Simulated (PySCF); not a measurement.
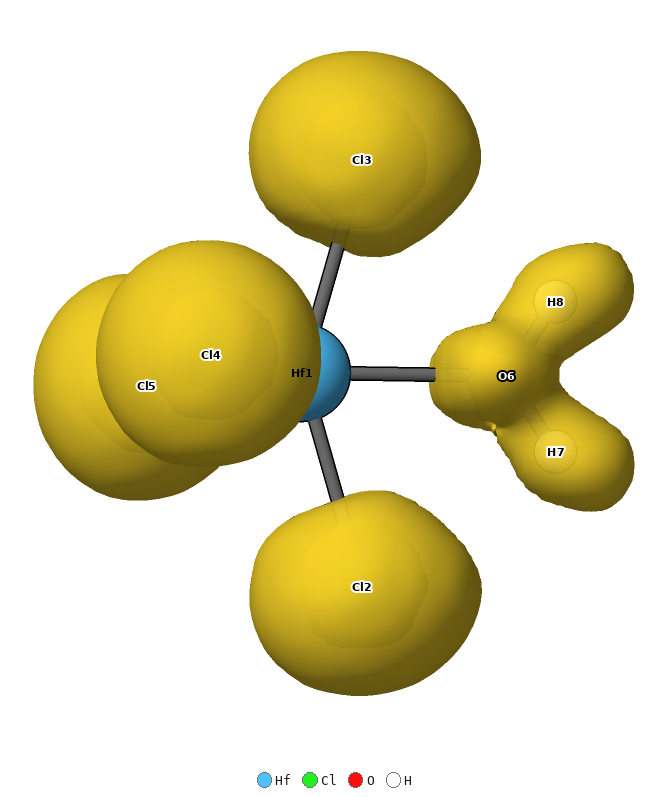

The picture shows: Cl$_{4}$H$_{2}$HfO (Hf(Cl)4(H2O)). Isosurface of the ELF at 0.75 (yellow), seen at a tilt. Only the valence region is drawn (cores and ρ < 0.01 e/Å³ removed).

Core potentials replace the inner electrons of Hf.

These are results of RKS PBE, Hf def2-SVP with ECP60, Cl def2-SVP, O def2-SVP, H def2-SVP; non-relativistic Hamiltonian with scalar-relativistic core potentials where named; density fitting (PySCF), not measurements.

Input

```
mol = gto.M(atom='''
Hf    -0.02564    -0.04441     0.00000
Cl    -0.53708    -0.52285     2.31403
Cl    -0.18425    -0.72655    -2.31403
Cl     2.30172     0.17748     0.16340
Cl    -0.99719     2.08207    -0.16340
O     -1.15832    -2.00630     0.00000
H     -1.48678    -2.43787     0.81477
H     -1.36784    -2.50654    -0.81477''',
    basis={'Hf': 'def2-SVP', 'Cl': 'def2-SVP', 'O': 'def2-SVP', 'H': 'def2-SVP'},
    ecp={'Hf': 'def2-SVP'},
    charge=0, spin=0)
mf = dft.RKS(mol, xc='PBE')
mf.grids.atom_grid = (75, 302)  # f atoms: at least (60, 302), unpruned
mf = mf.density_fit()  # Hf def2-universal-JKFIT, Cl def2-universal-JKFIT, O def2-universal-JKFIT, H def2-universal-JKFIT
mf.conv_tol = 1e-09; mf.max_cycle = 55
mf.kernel(dm0)
```

Launched as:

```sh
OMP_NUM_THREADS=2 python run.py
```

**Where are the electrons localised?**

The surface consists of four regions wrapped around Cl (the valence shell of each) and one joined region spread over several atoms (H, O), in which their bonds and any lone pairs are merged.

Values along the shortest contacts:
Hf–O (2.27 Å): the ELF peaks at about 0.90 in the valence shell of O, 0.6 Å from its nucleus, and drops to about 0.10 between the two atoms. Hf–Cl (2.34 Å): the ELF peaks at about 0.85 in the valence shell of Cl, 0.8 Å from its nucleus, and is about 0.35 at the midpoint.
